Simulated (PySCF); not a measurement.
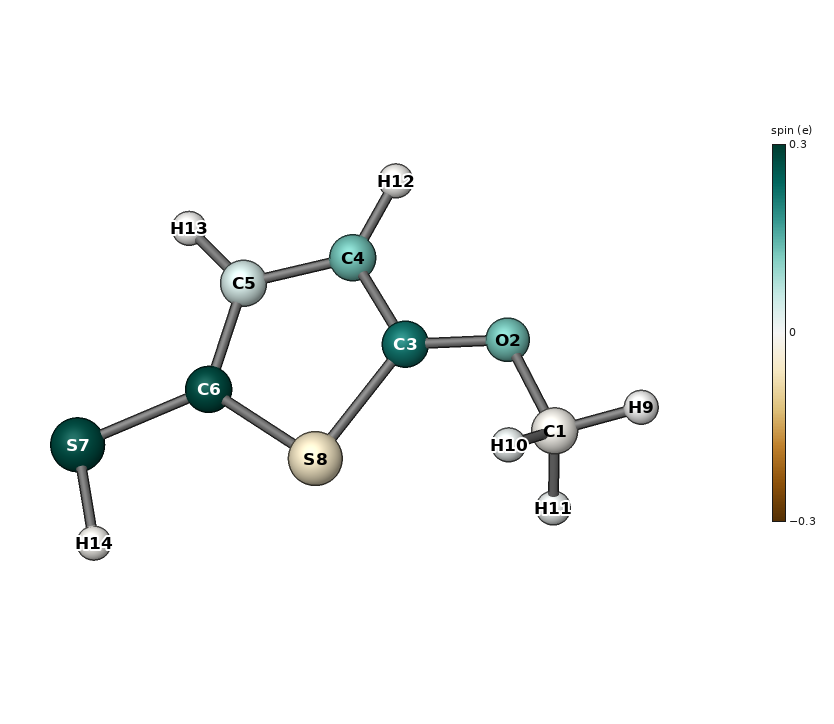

Atoms are coloured by their Mulliken spin populations. State: charge +1, doublet. The computed structure is the end point of a GFN2-xTB optimisation. No frequency run is at hand to confirm it as a minimum. Level of theory: UKS B3LYP, pcH-1 on C H O S, non-relativistic (PySCF 2.14.0).

> Which atom carries the largest spin population?

C6 (0.28 e).

> Which atom has the lowest spin population?

S8 (−0.06 e); a negative value comes from spin polarisation.

Give the Mulliken spin populations atom by atom.

```json
{"atom": "C1", "value (e)": "−0.01"}
{"atom": "O2", "value (e)": "0.13"}
{"atom": "C3", "value (e)": "0.22"}
{"atom": "C4", "value (e)": "0.13"}
{"atom": "C5", "value (e)": "0.04"}
{"atom": "C6", "value (e)": "0.28"}
{"atom": "S7", "value (e)": "0.27"}
{"atom": "S8", "value (e)": "−0.06"}
{"atom": "H9", "value (e)": "0.00"}
{"atom": "H10", "value (e)": "0.01"}
{"atom": "H11", "value (e)": "0.01"}
{"atom": "H12", "value (e)": "−0.01"}
{"atom": "H13", "value (e)": "0.00"}
{"atom": "H14", "value (e)": "−0.01"}
```

Mulliken values depend strongly on the basis set.
